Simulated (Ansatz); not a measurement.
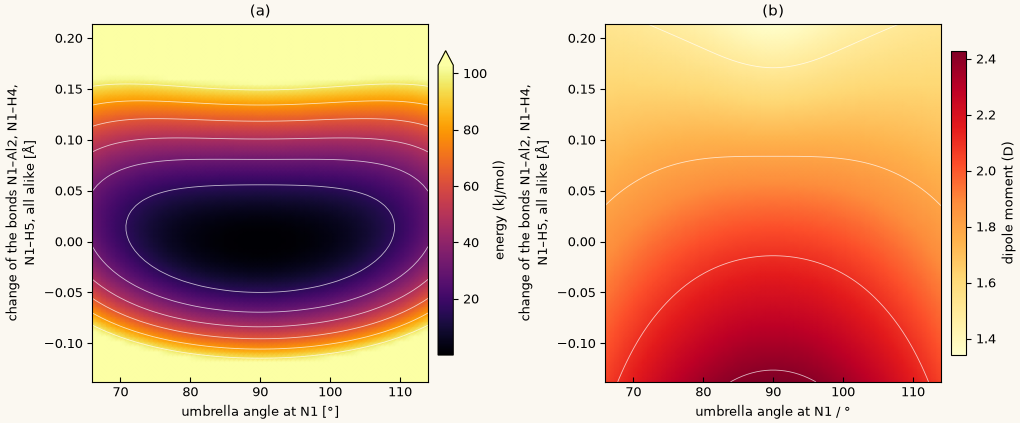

AlH3NS, SMILES [NH2][AlH][S], spin multiplicity 2. Coordinates scanned: (1) umbrella angle at N1 (between each of its bonds and their common axis; 90 is planar); (2) change of the bonds N1–Al2, N1–H4, N1–H5, all alike. Nothing is relaxed (all other coordinates rigid). The scan uses an 11 × 11 grid; 80 points were computed and 41 follow by symmetry. Points are written as (first, second). Energies: kJ/mol, counted from the relaxed molecule at the same level. Computed with UKS PBE0-D4/def2-TZVP in Ansatz.

Panel (a) is the energy; panel (b) is the computed dipole moment, in D.

The picture shows a smooth colour map with a few white contour lines, one colour for all values above the top of the scale. Between grid points the surface is interpolated.

**How does the dipole moment vary over the map, and what is it at the lowest grid point?**

Leaving out the highest fifth of the energies, it runs from 1.49 D at (85.2°, 0.179 Å) to 2.34 D at (90.0°, −0.103 Å). At the lowest grid point, (90.0°, 0.003 Å), it is 2.05 D.

```csv
"second ↓, first →",66.0,70.8,75.6,80.4,85.2,90.0,94.8,99.6,104.4,109.2,114.0
0.214,1.53,1.51,1.48,1.43,1.37,1.34,1.37,1.43,1.48,1.51,1.53
0.179,1.58,1.57,1.55,1.53,1.49,1.47,1.49,1.53,1.55,1.57,1.58
0.143,1.63,1.64,1.64,1.63,1.61,1.60,1.61,1.63,1.64,1.64,1.63
0.108,1.69,1.71,1.72,1.73,1.72,1.72,1.72,1.73,1.72,1.71,1.69
0.073,1.74,1.78,1.81,1.82,1.83,1.83,1.83,1.82,1.81,1.78,1.74
0.038,1.80,1.85,1.89,1.92,1.94,1.95,1.94,1.92,1.89,1.85,1.80
0.003,1.85,1.91,1.97,2.01,2.04,2.05,2.04,2.01,1.97,1.91,1.85
−0.033,1.90,1.98,2.05,2.11,2.14,2.15,2.14,2.11,2.05,1.98,1.90
−0.068,1.96,2.05,2.13,2.19,2.24,2.25,2.24,2.19,2.13,2.05,1.96
−0.103,2.01,2.11,2.21,2.28,2.33,2.34,2.33,2.28,2.21,2.11,2.01
−0.138,2.06,2.17,2.28,2.36,2.41,2.43,2.41,2.36,2.28,2.17,2.05
```
